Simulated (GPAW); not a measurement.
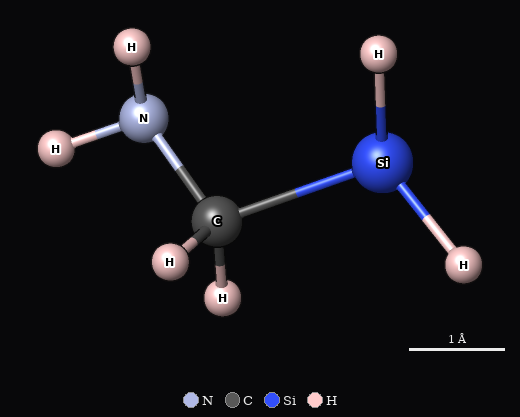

Fig. 1: The structure (ball-and-stick view, seen at a tilt). Bond lengths as drawn: C–H 1.09 to 1.11 Å, C–N 1.46 Å, C–Si 1.90 Å, H–N 1.01 to 1.02 Å and H–Si 1.46 Å.

**Property calculation, with input and output: CH6NSi**

System: CH6NSi, multiplicity 2.
Method: LDA (PW92)/sz(dzp), UKS, scalar-relativistic datasets (GPAW 26.7.0).

The geometry comes from this level: GFN2-xTB.

## Log
```
Energy                  -34.72106 eV
Forces (eV/Ang)
N    -3.2814    1.0404    1.4411
C    -1.8477   -2.0464    0.6795
Si   -1.9097    2.8094   -0.0946
H    -0.8523   -3.6803   -1.6020
H     0.6068    2.9595   -2.7902
H     1.1666    2.6576    1.3475
H     2.5507   -0.7598   -1.4115
H    -0.1434   -2.4801   -1.0711
H     2.0414   -0.0220    2.1039
Dipole = 1.769 D
Moments: [ 0.001  0.003  0.314  0.    -0.     0.001  0.01   0.003  0.002]
```

This output came from the following input.

## Input file (sp.py)
```python
import numpy as np
from ase.io import read
from ase.units import Debye
from gpaw import GPAW

system = read('mol.xyz')
system.center(vacuum=4.5)
system.set_initial_magnetic_moments([0.333333, 0.333333, 0.333333, 0.0, 0.0, 0.0, 0.0, 0.0, 0.0])

calc = GPAW(mode='lcao',
            symmetry='off',
            h=0.25,
            maxiter=100,
            occupations={'name': 'fermi-dirac', 'width': 0.01, 'fixmagmom': True},
            basis='sz(dzp)',
            xc='LDA',
            txt='mol.txt')
system.calc = calc

energy = system.get_potential_energy()
print(f'Energy                  {energy:.5f} eV')
forces = system.get_forces()
print('Forces (eV/Ang)')
for symbol, f in zip(system.symbols, forces):
    print(f'{symbol:2} {f[0]:9.4f} {f[1]:9.4f} {f[2]:9.4f}')
dipole = system.get_dipole_moment() / Debye
print(f'Dipole = {np.linalg.norm(dipole):.3f} D')
print('Moments:', system.get_magnetic_moments().round(3))
```

## File mol.xyz
```
9

N     -0.922310     0.605150    -0.873760
C      0.285840     0.489560    -0.067900
Si     0.039820    -0.838730     1.272390
H     -1.101120    -0.264730    -1.363860
H     -0.823570     1.334660    -1.572910
H      0.468760     1.462400     0.394230
H      1.182050     0.258350    -0.671740
H     -0.303570    -2.135920     0.697540
H      1.174100    -0.910740     2.186000
```

Launched with:
```bash
OMP_NUM_THREADS=1 python sp.py
```

## Key numbers

```json
{"quantity": "outcome", "value": "converged"}
{"quantity": "energy relative to the program's reference atoms", "value": "−34.7211 eV"}
{"quantity": "basis functions", "value": "18"}
{"quantity": "largest force", "value": "4.112 eV/Å"}
{"quantity": "dipole moment", "value": "1.77 D"}
{"quantity": "hardware", "value": "1 thread of Arm Neoverse V1, 24 GiB of memory available, shared host"}
{"quantity": "wall time", "value": "5.6 s"}
{"quantity": "peak memory", "value": "0.43 GiB"}
```

## Notes

On so coarse a grid the energy depends on the position of the molecule, which gives spurious forces.
